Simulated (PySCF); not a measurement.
## NMR shielding calculation of C2H7NOSi

C2H7NOSi, SMILES CC(=O)[SiH2]N, computed with GIAO PBE0/pcSseg-2 NMR shielding, non-relativistic, gas phase (PySCF 2.14.0).

The geometry comes from this level: PBE0-D3(BJ)/def2-SVP. It belongs to a series of runs on one base structure; here: H on Si replaced by COCH3. Figures and captions count atoms from 1; the log counts them from 0 in places.

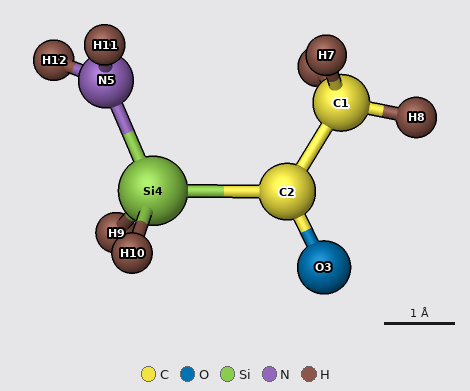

Fig. 1: The structure as given in the input (ball-and-stick view, seen at a tilt; atoms are numbered from 1 in the order of the input).

### Results in brief

```csv
quantity,value
outcome,converged
total energy,−499.643727 hartree
HOMO,−6.58 eV
LUMO,−1.06 eV
dipole moment,3.83 D
"isotropic shielding, C",−71.5 to 143.5 ppm
"isotropic shielding, O",−491.5 ppm
"isotropic shielding, Si",403.5 ppm
"isotropic shielding, N",253.1 ppm
"isotropic shielding, H",26.6 to 30.8 ppm
hardware,"1 CPU thread, shared host"
wall time,37 s
peak memory,1.1 GiB
```

### Input file
```
{"job": {"kind": "nmr", "xc": "PBE0", "basis": "pcSseg-2", "pop": false}, "charge": 0, "multiplicity": 1}
C     -1.679605     0.216845     0.670429
C     -0.792938    -0.893701     0.176840
O     -1.178654    -2.039212     0.078262
Si     1.061575    -0.571807    -0.278169
N      1.511457     1.097970    -0.225826
H     -1.258145     0.637419     1.598526
H     -1.696264     1.045165    -0.056346
H     -2.696962    -0.157427     0.852179
H      1.875240    -1.274227     0.757573
H      1.260675    -1.225343    -1.609254
H      1.313563     1.734701    -0.988065
H      2.317266     1.400047     0.307128
```

The first line tells a small driver script what to run in PySCF; the rest is the geometry in Å.

Launched with:
```bash
OMP_NUM_THREADS=1 python <driver script> task.json out
```

### The program's output
```
coarse grid: 10288 points
cycle   1  E = -499.4994967191  dE =  3.980e-01  |g| = 8.387e-01  |ddm| = 2.384e+00
cycle   2  E = -499.0267181464  dE =  4.728e-01  |g| = 1.741e+00  |ddm| = 2.820e+00
cycle   3  E = -499.6299485884  dE = -6.032e-01  |g| = 2.295e-01  |ddm| = 2.370e+00
cycle   4  E = -499.6398787606  dE = -9.930e-03  |g| = 8.400e-02  |ddm| = 1.897e-01
cycle   5  E = -499.6412515481  dE = -1.373e-03  |g| = 1.881e-02  |ddm| = 6.548e-02
cycle   6  E = -499.6413270889  dE = -7.554e-05  |g| = 5.659e-03  |ddm| = 1.599e-02
cycle   7  E = -499.6413339508  dE = -6.862e-06  |g| = 1.307e-03  |ddm| = 6.115e-03
final grid: 94152 points
cycle   8  E = -499.6436993438  dE = -4.725e-05  |g| = 1.185e-02  |ddm| = 3.895e-02
cycle   9  E = -499.6436198766  dE =  7.947e-05  |g| = 2.365e-02  |ddm| = 2.016e-02
cycle  10  E = -499.6437256056  dE = -1.057e-04  |g| = 2.253e-03  |ddm| = 1.508e-02
cycle  11  E = -499.6437266083  dE = -1.003e-06  |g| = 2.812e-04  |ddm| = 1.716e-03
cycle  12  E = -499.6437266199  dE = -1.153e-08  |g| = 1.614e-04  |ddm| = 3.333e-04
cycle  13  E = -499.6437266257  dE = -5.817e-09  |g| = 2.807e-05  |ddm| = 1.378e-04
cycle  14  E = -499.6437266259  dE = -1.771e-10  |g| = 3.762e-06  |ddm| = 2.929e-05
```

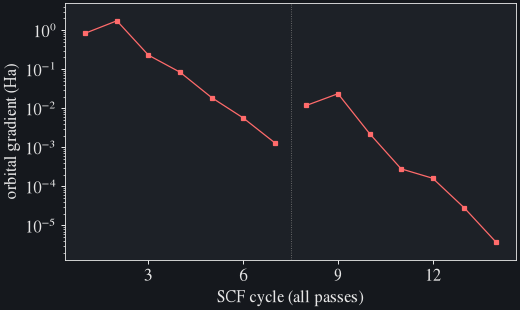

Fig. 2: Convergence of the self-consistent field: orbital gradient against the SCF cycle. The dotted line marks the change from a coarse to the final integration grid. The first 7 cycles use a coarse grid, the final grid takes over at cycle 8, and the field converges after 14 cycles in all.

```
converged SCF energy = -499.6437266259

GIAO shielding tensors (ppm)
atom      isotropic    diamagn.    paramagn.     s11        s22        s33       span
  0 C      143.480     245.083    -101.604    107.104    139.392    183.942     76.838
  1 C      -71.549     251.336    -322.885   -190.273   -118.811     94.437    284.711
  2 O     -491.454     392.298    -883.752  -1338.612   -500.214    364.465   1703.077
  3 Si     403.474     877.692    -474.218    348.827    382.628    478.967    130.140
  4 N      253.095     316.341     -63.246    231.737    258.823    268.725     36.988
  5 H       28.623      29.704      -1.080     25.672     29.236     30.962      5.291
  6 H       28.631      30.502      -1.871     25.563     29.862     30.467      4.904
  7 H       29.110      28.455       0.655     27.037     27.237     33.056      6.019
  8 H       26.851      29.696      -2.845     23.978     25.827     30.748      6.770
  9 H       26.643      29.476      -2.832     23.038     25.693     31.199      8.161
 10 H       30.846      31.565      -0.719     24.823     26.278     41.436     16.613
 11 H       30.367      30.260       0.107     23.840     26.050     41.211     17.371
```

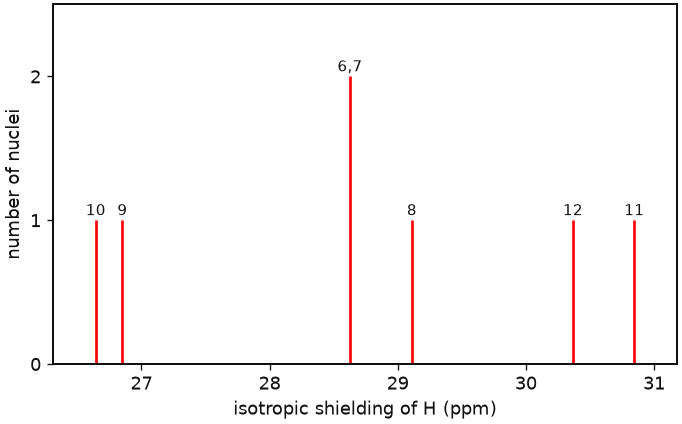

Fig. 3: Isotropic shieldings of the hydrogen nuclei in this fixed geometry, labelled by atom number; shielding grows to the right, so chemical shift grows to the left. The least shielded is H10 (26.6 ppm), the most shielded H11 (30.8 ppm).
